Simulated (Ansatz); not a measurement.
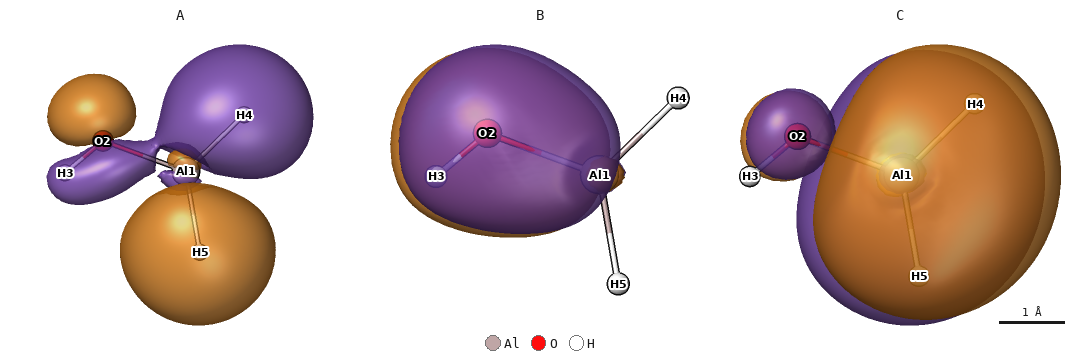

AlH$_{3}$O (SMILES [OH][AlH2]). Three frontier orbitals at ±0.06 Å⁻³ᐟ² (orange and purple are the two phases), in no order.

Geometry: B3LYP/6-31G*.

Level of theory: isolated molecule in a Gaussian basis; Kohn-Sham density functional theory, functional PBE0 (Ansatz).

```xyz
5

Al    0.8875    0.0410   -0.2743
O     0.1504   -1.3263   -1.0026
H    -0.6835   -1.2291   -1.4799
H     2.2486   -0.2334    0.4802
H     0.1939    1.4674   -0.3875
```

Order the three orbitals by energy and name them.

Answer. B is the HOMO−1 (−9.31 eV). It lies mainly on O2 (about 80 %); it changes sign across the molecular plane (π type). A is the HOMO (−8.45 eV). It lies mainly on H5 (about 35 %), Al1 (about 30 %), H4 (about 25 %) and O2 (about 10 %); it is symmetric in the molecular plane (an in-plane orbital: σ, lone-pair or in-plane π type). C is the LUMO (−1.06 eV). Its weight (Hirshfeld) is mainly on Al1 (about 80 %), H5 (about 5 %), H4 (about 5 %) and O2 (about 5 %); it changes sign across the molecular plane (π type).

What is the HOMO–LUMO gap?

Answer. 7.39 eV between the orbital energies.
